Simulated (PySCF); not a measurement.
SMILES C[CH]C (C₃H₇), doublet at its PBE0/def2-SVP optimised geometry (Å):

```
10

C      0.7755    -1.0536     0.0000
C      0.2150     0.3216     0.0000
C     -1.2200     0.5708    -0.2906
H      1.8760    -1.0536     0.0000
H      0.4342    -1.6329    -0.8762
H      0.4571    -1.6346     0.8914
H      0.8064     1.1280     0.4462
H     -1.4263     1.6346    -0.4824
H     -1.8760     0.2660     0.5521
H     -1.5648    -0.0071    -1.1664
```

Computed with unrestricted PBE0/def2-TZVP run with PySCF 2.14.0.

Map of the Laplacian of the electron density (e/bohr⁵) on the plane z = 1.5 Å:

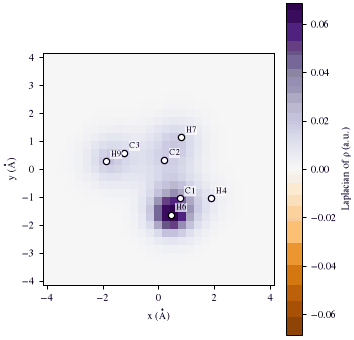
Fig. 1. Laplacian of the electron density (e/bohr⁵) on the plane z = 1.5 Å.
